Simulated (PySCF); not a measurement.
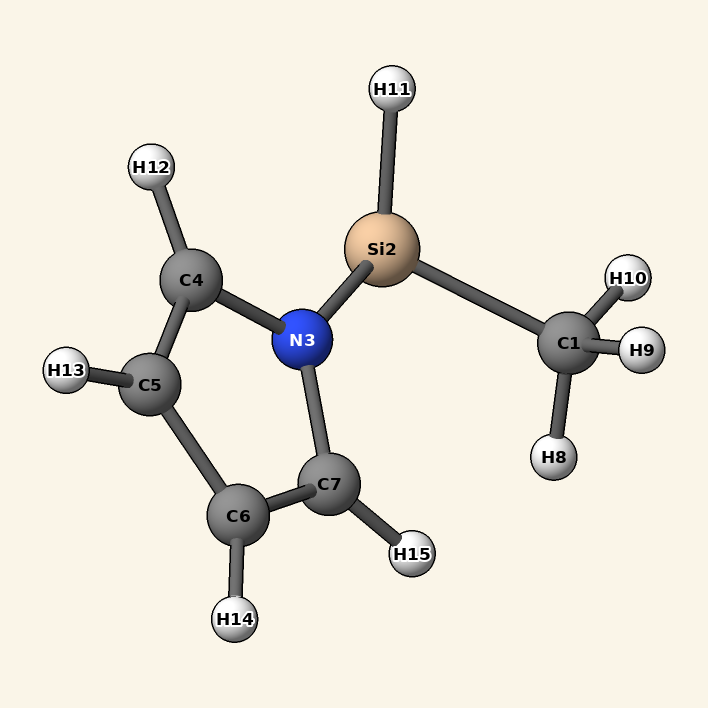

The questions are on Mulliken spin populations. The species is neutral and a spin doublet. The geometry was computed by an optimisation with GFN2-xTB. No frequency run is at hand to confirm it as a minimum. Level of theory: UKS B3LYP, pcH-1 on C H N Si, non-relativistic (PySCF 2.14.0).

Give the Mulliken spin populations atom by atom.

```
atom  value (e)
  C1       0.02
 Si2       0.85
  N3       0.03
  C4       0.01
  C5       0.02
  C6       0.04
  C7      −0.01
  H8       0.00
  H9       0.02
 H10       0.00
 H11       0.04
 H12       0.00
 H13       0.00
 H14       0.00
 H15       0.00
```

Mulliken values depend strongly on the basis set. The geometry is semi-empirical. Around Si such bond lengths and angles can be off by a tenth of an ångström or more and by several degrees, and values that hang on the shape move with them.
